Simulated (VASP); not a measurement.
Band structure of ScSi (relaxed from the NiAs type structure, space group P6_3/mmc). Calculation: r2SCAN meta-GGA, VASP's PBE PAW potentials (set 64) (plane waves; VASP).

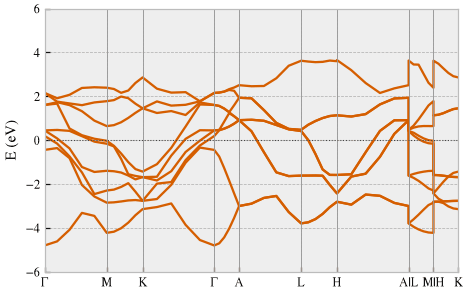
Fig. 1. Bands along high-symmetry lines, zero at the valence-band maximum or, without a gap, the Fermi level

Q: Read the plot: is there a gap, and where are the band edges?

A: It has no gap at this level: it comes out as a metal or semimetal.

The structure was generated: ScSi was put into the NiAs type type (P6_3/mmc), which need not be its known phase. It was relaxed first, which changed the volume by -25 %.
